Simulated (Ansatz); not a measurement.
```sh
ansatz run in.yaml --threads 5 --pin off --events-out ev --progress --plain --max-ram 66560MiB --backend cuda --devices 0, --max-vram 37GiB
```

```yaml
crystal:
  periodic: [false, false, false]
  atoms:
    - {symbol: Si, position_ang: [-1.506563, -0.439797, -0.251907]}
    - {symbol: N, position_ang: [-1.357383, -2.147799, -1.049131]}
    - {symbol: N, position_ang: [-0.967803, 1.181588, 0.521219]}
    - {symbol: H, position_ang: [-0.142306, -1.784568, -0.838103]}
    - {symbol: O, position_ang: [0.306578, -0.749996, -0.337791]}
    - {symbol: Ti, position_ang: [1.225201, 0.780316, 0.402947]}
    - {symbol: O, position_ang: [1.357163, 2.307791, -0.555118]}
    - {symbol: O, position_ang: [1.276565, 1.019579, 2.194406]}
    - {symbol: O, position_ang: [2.813169, 0.006941, 0.087741]}
    - {symbol: H, position_ang: [-2.228639, 0.161500, -1.419194]}
    - {symbol: H, position_ang: [-2.308265, -0.928234, 0.915944]}
    - {symbol: H, position_ang: [-1.633437, -2.256219, -2.023638]}
    - {symbol: H, position_ang: [-1.679109, -2.959566, -0.524398]}
    - {symbol: H, position_ang: [-1.226008, 1.334616, 1.495981]}
    - {symbol: H, position_ang: [-1.185756, 2.032740, 0.003751]}
    - {symbol: H, position_ang: [2.179766, 2.513860, -1.011245]}
    - {symbol: H, position_ang: [2.067013, 0.776908, 2.688285]}
    - {symbol: H, position_ang: [3.009713, -0.849460, -0.299449]}
basis:
  gaussian: {orbitals: def2-SVP}
hamiltonian: {xc: pbe0, dispersion: d4}
phonons: {}
scf: {lower_state_search: off}
```

Geometry: start.

Work out the structure from the coordinates.

It has 18 atoms: 10 hydrogen, 2 nitrogen, 4 oxygen, 1 silicon and 1 titanium (H10N2O4SiTi).

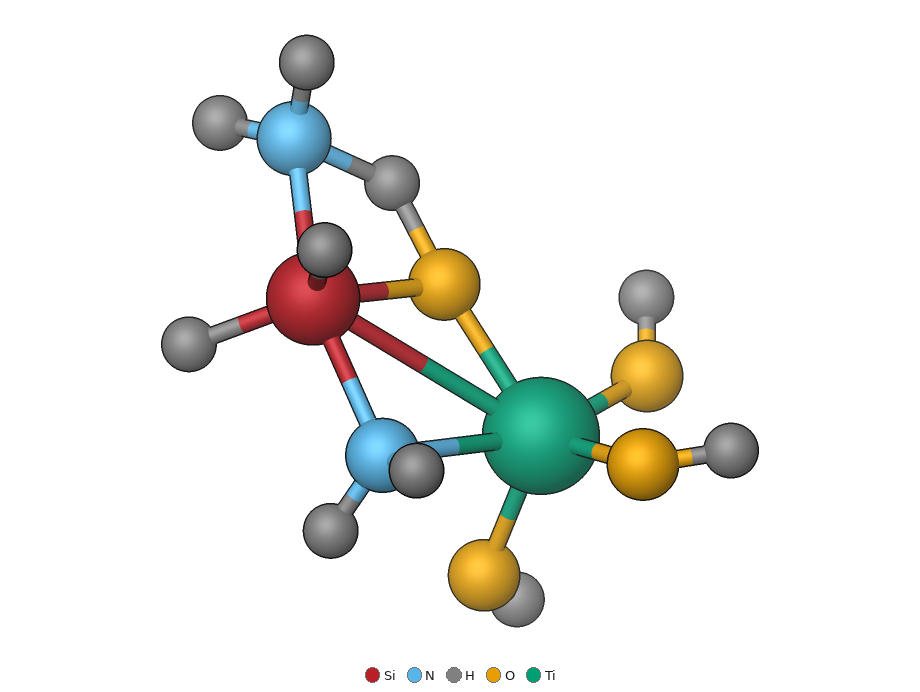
